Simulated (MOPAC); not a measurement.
**Frequency calculation, with input and output: C3H6AuNO (part 3 of 3)**

Continued. System: C3H6AuNO. Method: PM6-DH+, closed shell, dispersion DH+ (MOPAC 23.2.5). The geometry was optimised with PM6-DH+.

Geometry of the input (Å):
```
C  -0.5941  -2.2709  3.0065
C  -0.3259  -1.5473  1.7966
N  -0.1103  -0.9633  0.8218
Au 0.3449  0.1489  -1.1610
O  0.7887  1.0770  -3.0035
C  0.4409  2.3364  -2.4959
H  0.3252  -2.4330  3.6069
H  -1.0252  -3.2735  2.8041
H  -1.3151  -1.7377  3.6601
H  0.5864  3.0719  -3.3037
H  -0.6250  2.3373  -2.1967
H  1.1068  2.5951  -1.6500
```

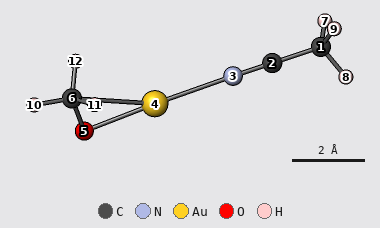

Figure 1. The input geometry (ball-and-stick view, seen at a tilt; atoms are numbered from 1 in the order of the input). Sticks mark near contacts.

The program's output, continued
```
 VIBRATION          1    1A           ATOM PAIR      ENERGY CONTRIBUTION    RADIAL
 FREQUENCY            25.95         Au 4 -- C  6         +15.2% (999.0%)      1.5%
 TRANSITION DIPOLE   0.2762         C  6 -- H 10         +13.8% (999.0%)     19.5%
 TRAVEL (Ang.)       0.5443         C  6 -- H 11         +13.7% (999.0%)     25.5%
 REDUCED MASS        8.7720         C  6 -- H 12         +13.5% (999.0%)     29.6%
 EFFECTIVE MASS   2790.5525         O  5 -- C  6         +11.0% (999.0%)      3.3%
 FORCE CONSTANT      0.0035

 VIBRATION          2    2A           ATOM PAIR      ENERGY CONTRIBUTION    RADIAL
 FREQUENCY            30.48         C  1 -- H  9         +17.3% (949.3%)     45.2%
 TRANSITION DIPOLE   0.7238         C  1 -- C  2         +16.6% (928.3%)      0.0%
 TRAVEL (Ang.)       0.4973         C  1 -- H  8         +15.8% (905.5%)     17.8%
 REDUCED MASS        8.9456         C  1 -- H  7         +12.6% (809.5%)     75.9%
 EFFECTIVE MASS    884.8271
 FORCE CONSTANT      0.0049

 VIBRATION          3    3A           ATOM PAIR      ENERGY CONTRIBUTION    RADIAL
 FREQUENCY            47.50         C  1 -- H  9         +24.7% (999.0%)      0.2%
 TRANSITION DIPOLE   0.0294         C  1 -- H  8         +24.6% (999.0%)      0.5%
 TRAVEL (Ang.)       0.0000         C  1 -- H  7         +24.5% (999.0%)      1.4%
 REDUCED MASS        0.4162         Au 4 -- C  6          +6.0% (502.6%)      0.0%
 EFFECTIVE MASS    167.6893
 FORCE CONSTANT      0.0006

 VIBRATION          4    4A           ATOM PAIR      ENERGY CONTRIBUTION    RADIAL
 FREQUENCY           109.08         C  1 -- C  2         +31.0% (372.9%)      0.0%
 TRANSITION DIPOLE   0.6634         C  1 -- H  7         +18.8% (290.5%)      5.7%
 TRAVEL (Ang.)       0.3193         C  1 -- H  8         +17.9% (283.3%)     60.1%
 REDUCED MASS        6.0614         C  1 -- H  9         +15.8% (266.3%)     87.6%
 EFFECTIVE MASS     81.4863
 FORCE CONSTANT      0.0425

 VIBRATION          5    5A           ATOM PAIR      ENERGY CONTRIBUTION    RADIAL
 FREQUENCY           111.10         C  1 -- C  2         +32.3% (357.8%)      0.0%
 TRANSITION DIPOLE   0.8201         C  1 -- H  9         +19.4% (276.8%)      8.3%
 TRAVEL (Ang.)       0.3222         C  1 -- H  8         +18.6% (271.4%)     62.1%
 REDUCED MASS        5.8476         C  1 -- H  7         +17.1% (260.1%)     92.4%
 EFFECTIVE MASS     75.5656
 FORCE CONSTANT      0.0425

 VIBRATION          6    6A           ATOM PAIR      ENERGY CONTRIBUTION    RADIAL
 FREQUENCY           186.40         C  1 -- C  2         +29.3% (483.0%)     25.9%
 TRANSITION DIPOLE   0.5173         N  3 -- Au 4         +24.1% (438.0%)     99.2%
 TRAVEL (Ang.)       0.2898         C  1 -- H  9         +10.3% (286.0%)     13.4%
 REDUCED MASS        4.3082         C  1 -- H  7         +10.2% (284.9%)     14.4%
 EFFECTIVE MASS     59.0392         C  1 -- H  8         +10.1% (284.3%)     14.8%
 FORCE CONSTANT      0.0882

 VIBRATION          7    7A           ATOM PAIR      ENERGY CONTRIBUTION    RADIAL
 FREQUENCY           212.56         C  6 -- H 10         +35.7% (262.6%)      0.1%
 TRANSITION DIPOLE   0.1238         C  6 -- H 12         +31.9% (248.4%)      0.1%
 TRAVEL (Ang.)       0.9595         C  6 -- H 11         +31.5% (246.7%)      0.2%
 REDUCED MASS        0.3446         O  5 -- C  6          +0.4% ( 27.0%)      0.0%
 EFFECTIVE MASS      2.1350
 FORCE CONSTANT      0.0092

 VIBRATION          8    8A           ATOM PAIR      ENERGY CONTRIBUTION    RADIAL
 FREQUENCY           221.32         Au 4 -- C  6         +21.2% (307.7%)     97.5%
 TRANSITION DIPOLE   0.5082         O  5 -- C  6         +20.3% (300.7%)      0.5%
 TRAVEL (Ang.)       0.2454         C  6 -- H 11         +19.3% (293.1%)     11.0%
 REDUCED MASS        5.0586         C  6 -- H 12         +19.1% (291.6%)      9.7%
 EFFECTIVE MASS     73.0937         C  6 -- H 10         +13.1% (242.0%)     81.9%
 FORCE CONSTANT      0.1460

 VIBRATION          9    9A           ATOM PAIR      ENERGY CONTRIBUTION    RADIAL
 FREQUENCY           432.02         C  2 -- N  3         +35.9% (108.5%)      0.0%
 TRANSITION DIPOLE   0.1916         C  1 -- C  2         +27.8% ( 95.5%)      0.0%
 TRAVEL (Ang.)       0.1895         C  1 -- H  7         +19.4% ( 79.8%)      3.2%
 REDUCED MASS        4.3451         C  1 -- H  9          +7.4% ( 49.3%)      2.9%
 EFFECTIVE MASS     13.6980
 FORCE CONSTANT      0.4778

 VIBRATION         10   10A           ATOM PAIR      ENERGY CONTRIBUTION    RADIAL
 FREQUENCY           432.20         C  2 -- N  3         +35.8% (108.4%)      0.0%
 TRANSITION DIPOLE   0.1837         C  1 -- C  2         +27.9% ( 95.6%)      0.0%
 TRAVEL (Ang.)       0.1894         C  1 -- H  8         +15.5% ( 71.3%)      3.2%
 REDUCED MASS        4.3510         C  1 -- H  9         +15.2% ( 70.6%)      3.3%
 EFFECTIVE MASS     13.6974
 FORCE CONSTANT      0.4789

 VIBRATION         11   11A           ATOM PAIR      ENERGY CONTRIBUTION    RADIAL
 FREQUENCY           435.89         Au 4 -- O  5         +40.8% (110.7%)    100.0%
 TRANSITION DIPOLE   1.1348         O  5 -- C  6         +34.9% (102.3%)      0.0%
 TRAVEL (Ang.)       0.1085         C  6 -- H 10         +10.3% ( 55.5%)     20.8%
 REDUCED MASS       13.1367         C  6 -- H 11          +4.2% ( 35.3%)      4.0%
 EFFECTIVE MASS     26.9717
 FORCE CONSTANT      1.4706

 VIBRATION         12   12A           ATOM PAIR      ENERGY CONTRIBUTION    RADIAL
 FREQUENCY          1033.87         C  1 -- H  7         +36.7% ( 75.2%)     17.1%
 TRANSITION DIPOLE   0.7282         C  1 -- H  9         +25.9% ( 63.1%)     10.0%
 TRAVEL (Ang.)       0.2588         C  1 -- H  8         +18.3% ( 53.1%)      2.6%
 REDUCED MASS        0.9735         C  1 -- C  2         +16.6% ( 50.5%)      0.0%
 EFFECTIVE MASS      4.3916
 FORCE CONSTANT      0.6131

 VIBRATION         13   13A           ATOM PAIR      ENERGY CONTRIBUTION    RADIAL
 FREQUENCY          1034.29         C  1 -- H  8         +35.5% ( 73.9%)     16.6%
 TRANSITION DIPOLE   0.7268         C  1 -- H  9         +28.2% ( 65.9%)     11.6%
 TRAVEL (Ang.)       0.2590         C  1 -- H  7         +17.3% ( 51.6%)      1.2%
 REDUCED MASS        0.9722         C  1 -- C  2         +16.6% ( 50.5%)      0.0%
 EFFECTIVE MASS      4.3876
 FORCE CONSTANT      0.6127

 VIBRATION         14   14A           ATOM PAIR      ENERGY CONTRIBUTION    RADIAL
 FREQUENCY          1081.46         C  6 -- H 11         +34.9% ( 75.4%)     14.5%
 TRANSITION DIPOLE   0.0576         C  6 -- H 12         +34.4% ( 74.8%)     14.2%
 TRAVEL (Ang.)       0.2952         C  6 -- H 10         +13.4% ( 46.7%)      0.0%
 REDUCED MASS        0.7156         O  5 -- C  6          +9.0% ( 38.3%)      0.0%
 EFFECTIVE MASS      3.1309
 FORCE CONSTANT      0.4931

 VIBRATION         15   15A           ATOM PAIR      ENERGY CONTRIBUTION    RADIAL
 FREQUENCY          1084.76         C  6 -- H 10         +40.3% ( 81.7%)     13.7%
 TRANSITION DIPOLE   0.8223         C  6 -- H 12         +19.7% ( 57.1%)      7.9%
 TRAVEL (Ang.)       0.2868         C  6 -- H 11         +19.2% ( 56.4%)      7.4%
 REDUCED MASS        0.7560         O  5 -- C  6         +10.0% ( 40.8%)      2.3%
 EFFECTIVE MASS      3.4900
 FORCE CONSTANT      0.5241

 VIBRATION         16   16A           ATOM PAIR      ENERGY CONTRIBUTION    RADIAL
 FREQUENCY          1100.65         C  1 -- C  2         +31.8% ( 94.5%)    100.0%
 TRANSITION DIPOLE   0.4056         N  3 -- Au 4         +21.3% ( 77.4%)     99.9%
 TRAVEL (Ang.)       0.1401         C  1 -- H  8         +13.1% ( 60.8%)     24.9%
 REDUCED MASS        3.1213         C  1 -- H  9         +13.1% ( 60.8%)     24.9%
 EFFECTIVE MASS     10.7344         C  1 -- H  7         +13.1% ( 60.8%)     24.7%
 FORCE CONSTANT      2.2278

 VIBRATION         17   17A           ATOM PAIR      ENERGY CONTRIBUTION    RADIAL
 FREQUENCY          1167.79         O  5 -- C  6         +38.0% ( 96.6%)     99.9%
 TRANSITION DIPOLE   2.3436         Au 4 -- C  6         +13.5% ( 57.5%)     31.6%
 TRAVEL (Ang.)       0.0996         C  6 -- H 12         +13.2% ( 56.8%)     10.9%
 REDUCED MASS        5.8184         C  6 -- H 11         +13.2% ( 56.8%)     10.9%
 EFFECTIVE MASS     12.8156         C  6 -- H 10         +13.1% ( 56.7%)     13.5%
 FORCE CONSTANT      4.6750

 VIBRATION         18   18A           ATOM PAIR      ENERGY CONTRIBUTION    RADIAL
 FREQUENCY          1194.74         C  1 -- H  7         +50.6% ( 60.2%)      0.0%
 TRANSITION DIPOLE   0.6840         C  1 -- H  8         +27.0% ( 43.9%)      4.4%
 TRAVEL (Ang.)       0.3815         C  1 -- H  9         +18.9% ( 36.8%)     10.2%
 REDUCED MASS        0.3878         C  1 -- C  2          +3.4% ( 15.7%)      0.0%
 EFFECTIVE MASS      1.3828
 FORCE CONSTANT      0.3261

 VIBRATION         19   19A           ATOM PAIR      ENERGY CONTRIBUTION    RADIAL
 FREQUENCY          1194.91         C  1 -- H  9         +45.2% ( 56.9%)      0.5%
 TRANSITION DIPOLE   0.6789         C  1 -- H  8         +37.7% ( 51.9%)      1.6%
 TRAVEL (Ang.)       0.3816         C  1 -- H  7         +13.7% ( 31.3%)     23.5%
 REDUCED MASS        0.3876         C  1 -- C  2          +3.4% ( 15.7%)      0.0%
 EFFECTIVE MASS      1.3821
 FORCE CONSTANT      0.3261

 VIBRATION         20   20A           ATOM PAIR      ENERGY CONTRIBUTION    RADIAL
 FREQUENCY          1236.26         C  6 -- H 12         +36.8% ( 55.1%)      0.3%
 TRANSITION DIPOLE   0.0770         C  6 -- H 11         +36.4% ( 54.8%)      0.4%
 TRAVEL (Ang.)       0.3741         C  6 -- H 10         +13.8% ( 33.8%)     19.8%
 REDUCED MASS        0.3897         O  5 -- C  6          +7.5% ( 24.8%)     77.6%
 EFFECTIVE MASS      1.8691
 FORCE CONSTANT      0.3509

 VIBRATION         21   21A           ATOM PAIR      ENERGY CONTRIBUTION    RADIAL
 FREQUENCY          1268.33         C  6 -- H 10         +50.1% ( 61.3%)      0.0%
 TRANSITION DIPOLE   0.3510         C  6 -- H 11         +22.0% ( 40.6%)      6.9%
 TRAVEL (Ang.)       0.3681         C  6 -- H 12         +21.5% ( 40.2%)      7.2%
 REDUCED MASS        0.3923         Au 4 -- C  6          +3.2% ( 15.5%)      0.0%
 EFFECTIVE MASS      1.3856
 FORCE CONSTANT      0.3718

 VIBRATION         22   22A           ATOM PAIR      ENERGY CONTRIBUTION    RADIAL
 FREQUENCY          1308.08         C  1 -- H  8         +28.2% ( 62.0%)      2.1%
 TRANSITION DIPOLE   1.1415         C  1 -- H  9         +28.0% ( 61.8%)      2.2%
 TRAVEL (Ang.)       0.2283         C  1 -- H  7         +28.0% ( 61.8%)      2.2%
 REDUCED MASS        0.9895         C  1 -- C  2         +14.7% ( 44.8%)    100.0%
 EFFECTIVE MASS      3.6015
 FORCE CONSTANT      0.9975

 VIBRATION         23   23A           ATOM PAIR      ENERGY CONTRIBUTION    RADIAL
 FREQUENCY          1346.56         C  6 -- H 12         +31.9% ( 57.0%)      0.8%
 TRANSITION DIPOLE   0.2022         C  6 -- H 11         +31.9% ( 57.0%)      0.8%
 TRAVEL (Ang.)       0.3483         C  6 -- H 10         +25.7% ( 51.1%)      1.0%
 REDUCED MASS        0.4127         Au 4 -- C  6          +5.8% ( 24.3%)     35.7%
 EFFECTIVE MASS      1.8507
 FORCE CONSTANT      0.4409

 VIBRATION         24   24A           ATOM PAIR      ENERGY CONTRIBUTION    RADIAL
 FREQUENCY          2372.32         C  2 -- N  3         +61.8% ( 98.4%)    100.0%
 TRANSITION DIPOLE   4.2179         C  1 -- C  2         +25.9% ( 63.7%)    100.0%
 TRAVEL (Ang.)       0.0674         N  3 -- Au 4         +10.7% ( 41.0%)     99.9%
 REDUCED MASS        6.2642         C  1 -- H  8          +0.6% (  9.4%)     60.2%
 EFFECTIVE MASS     12.6183
 FORCE CONSTANT     20.7713

 VIBRATION         25   25A           ATOM PAIR      ENERGY CONTRIBUTION    RADIAL
 FREQUENCY          2612.77         C  6 -- H 12         +49.0% ( 72.4%)     98.0%
 TRANSITION DIPOLE   0.0826         C  6 -- H 11         +48.4% ( 71.9%)     98.0%
 TRAVEL (Ang.)       0.2272         Au 4 -- C  6          +0.9% (  9.8%)      0.0%
 REDUCED MASS        0.5000         O  5 -- C  6          +0.9% (  9.7%)      0.0%
 EFFECTIVE MASS      1.4545
 FORCE CONSTANT      2.0111

 VIBRATION         26   26A           ATOM PAIR      ENERGY CONTRIBUTION    RADIAL
 FREQUENCY          2637.97         C  6 -- H 11         +34.8% ( 60.3%)     94.5%
 TRANSITION DIPOLE   0.5360         C  6 -- H 12         +34.2% ( 59.8%)     94.3%
 TRAVEL (Ang.)       0.2702         C  6 -- H 10         +29.4% ( 55.4%)     98.7%
 REDUCED MASS        0.3501         Au 4 -- C  6          +0.8% (  8.9%)     52.2%
 EFFECTIVE MASS      1.3817
 FORCE CONSTANT      1.4354

 VIBRATION         27   27A           ATOM PAIR      ENERGY CONTRIBUTION    RADIAL
 FREQUENCY          2655.30         C  1 -- H  8         +55.3% ( 76.7%)     98.6%
 TRANSITION DIPOLE   1.0658         C  1 -- H  7         +42.2% ( 67.0%)     96.6%
 TRAVEL (Ang.)       0.2255         C  1 -- H  9          +1.7% ( 13.5%)     20.5%
 REDUCED MASS        0.4994         C  1 -- C  2          +0.8% (  9.5%)      0.0%
 EFFECTIVE MASS      1.4454
 FORCE CONSTANT      2.0746

 VIBRATION         28   28A           ATOM PAIR      ENERGY CONTRIBUTION    RADIAL
 FREQUENCY          2656.06         C  1 -- H  9         +64.2% ( 82.6%)     99.5%
 TRANSITION DIPOLE   1.0610         C  1 -- H  7         +24.0% ( 50.5%)     90.8%
 TRAVEL (Ang.)       0.2259         C  1 -- H  8         +10.9% ( 34.1%)     77.1%
 REDUCED MASS        0.4975         C  1 -- C  2          +0.9% (  9.5%)      0.0%
 EFFECTIVE MASS      1.4460
 FORCE CONSTANT      2.0680

 VIBRATION         29   29A           ATOM PAIR      ENERGY CONTRIBUTION    RADIAL
 FREQUENCY          2719.08         C  6 -- H 10         +72.9% ( 83.1%)     99.4%
 TRANSITION DIPOLE   0.3027         C  6 -- H 11         +13.3% ( 35.5%)     85.4%
 TRAVEL (Ang.)       0.2170         C  6 -- H 12         +13.2% ( 35.4%)     85.3%
 REDUCED MASS        0.5267         Au 4 -- C  6          +0.3% (  5.5%)     98.7%
 EFFECTIVE MASS      1.1485
 FORCE CONSTANT      2.2945

 VIBRATION         30   30A           ATOM PAIR      ENERGY CONTRIBUTION    RADIAL
 FREQUENCY          2765.62         C  1 -- H  9         +32.9% ( 55.2%)     95.3%
 TRANSITION DIPOLE   0.8308         C  1 -- H  8         +32.6% ( 54.9%)     95.2%
 TRAVEL (Ang.)       0.2764         C  1 -- H  7         +32.6% ( 54.9%)     95.2%
 REDUCED MASS        0.3191         C  2 -- N  3          +1.2% ( 10.4%)    100.0%
 EFFECTIVE MASS      1.2657
 FORCE CONSTANT      1.4381

      SYMMETRY NUMBER FOR POINT-GROUP C1  =  1

          SYSTEM IS A GROUND STATE

 CC#[N+][Au-][O]C
 C3H6AuNO

          MOLECULE IS NOT LINEAR

          THERE ARE 30 GENUINE VIBRATIONS IN THIS SYSTEM
          THIS THERMODYNAMICS CALCULATION IS LIMITED TO
          MOLECULES WHICH HAVE NO INTERNAL ROTATIONS

                    CALCULATED THERMODYNAMIC PROPERTIES
                                          *
   TEMP. (K)   PARTITION FUNCTION   H.O.F.    ENTHALPY  HEAT CAPACITY ENTROPY
                                   KCAL/MOL   CAL/MOLE    CAL/K/MOL  CAL/K/MOL

 298.00  VIB.     0.1109D+05                  4241.1543    22.3237    32.7409
         ROT.     0.2987D+06                   888.2803     2.9808    28.0340
         INT.     0.3314D+10                  5129.4346    25.3045    60.7749
         TRA.     0.4267D+28                  1480.4672     4.9680    42.6660
         TOT.                       86.149    6609.9018    30.2725   103.4409

 200.00  VIB.     0.8591D+03                  2273.0085    17.9072    24.7905
         ROT.     0.1642D+06                   596.1613     2.9808    26.8453
         INT.     0.1411D+09                  2869.1698    20.8880    51.6358
         TRA.     0.2346D+28                   993.6021     4.9680    40.6849
         TOT.                       83.402    3862.7719    25.8560    92.3207

 400.00  VIB.     0.1105D+06                  6763.8613    27.1139    39.9868
         ROT.     0.4645D+06                  1192.3226     2.9808    28.9115
         INT.     0.5134D+11                  7956.1839    30.0947    68.8982
         TRA.     0.6635D+28                  1987.2043     4.9680    44.1285
         TOT.                       89.483    9943.3881    35.0627   113.0267

 600.00  VIB.     0.5556D+07                 13023.9327    35.0987    52.5685
         ROT.     0.8534D+06                  1788.4838     2.9808    30.1201
         INT.     0.4741D+13                 14812.4165    38.0795    82.6885
         TRA.     0.1219D+29                  2980.8064     4.9680    46.1428
         TOT.                       97.332   17793.2229    43.0475   128.8314

   *: NOTE: HEATS OF FORMATION ARE RELATIVE TO THE
            ELEMENTS IN THEIR STANDARD STATE AT 298K
              (=  Standard Enthalpy of Formation).

            Hvib:  Zero-point energy is not included.
                   frequencies of less than zero cm-1 are not included.
            Hrot = (3/2)RT
            Htra = (3/2)RT + pV = (5/2)RT

            Heat capacity is Cp, not Cv

           FORCE CONSTANT IN CARTESIAN COORDINATES (Millidynes/A)

    ATOM   CHEMICAL       X               Y               Z
   NUMBER   SYMBOL  FORCE CONSTANT  FORCE CONSTANT  FORCE CONSTANT

      1       C        8.293350        5.959053        5.952354
      2       C       25.360862        1.814308        1.811687
      3       N       20.774429        0.473306        0.475518
      4      Au        2.999120        0.209792        0.113449
      5       O        2.317104        5.847831        1.004769
      6       C        6.096558        6.720113        5.935643
      7       H        1.218130        0.900374        3.055144
      8       H        1.218146        1.612751        2.345011
      9       H        1.220061        3.424111        0.531078
     10       H        3.876325        0.887910        0.575234
     11       H        1.032082        2.027842        2.133295
     12       H        1.048054        0.854862        3.289156

 *                    *
 * JOB ENDED NORMALLY *
 *                    *

 TOTAL JOB TIME:             0.41 SECONDS

 == MOPAC DONE ==
```

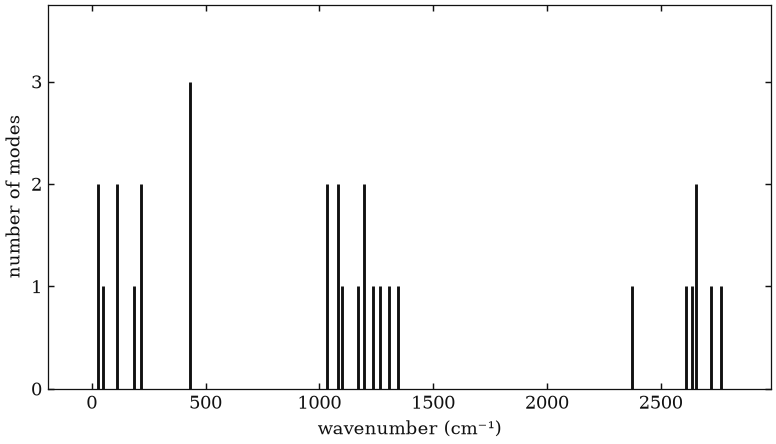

Figure 2. Harmonic vibrational wavenumbers from the force constants; neighbouring modes closer than 12 cm⁻¹ are counted in one stick. 30 modes from 26 to 2766 cm⁻¹, none imaginary.

Results in brief

```json
{"quantity": "outcome", "value": "converged"}
{"quantity": "heat of formation", "value": "86.15 kcal/mol"}
{"quantity": "basis functions", "value": "35"}
{"quantity": "zero-point energy", "value": "0.079087 hartree"}
{"quantity": "wavenumbers, lowest and highest", "value": "26 and 2766 cm⁻¹"}
{"quantity": "peak memory", "value": "0.071 GiB"}
```

MOPAC's energies along a path are heats of formation.
